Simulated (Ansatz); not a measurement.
Take GaAs in the zinc blende structure (space group F-43m, No. 216; a = 5.6590 Å) as the base.

Now apply this change: P replaces 75.0 % of the As, ordered in a cell of 8 atoms (starting symmetry Cm) and fully relaxed.

The values are results of Ansatz (a first-principles code) PBEsol, spin-orbit coupling left out, not measurements.

The zone is the changed cell's own and can be folded.

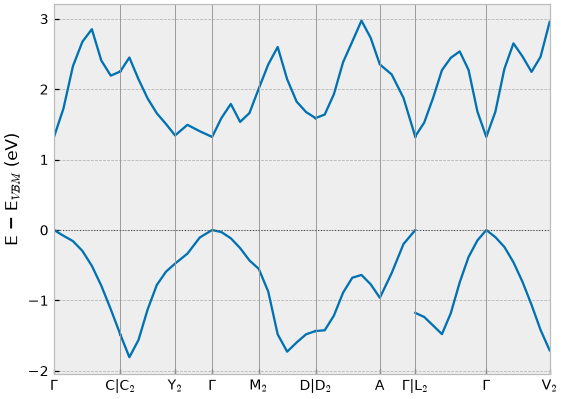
Highest valence and lowest conduction band along the path of the changed cell's own zone

Task: Read the changed gap and its character from the plot.

Result: About 1.3 eV, direct at Γ.

Each cell is one ordered arrangement of few atoms, which overstates ordering effects compared with a random alloy. Stability against distortions was not tested. Labels are those of the standard path for the cell's own space group.
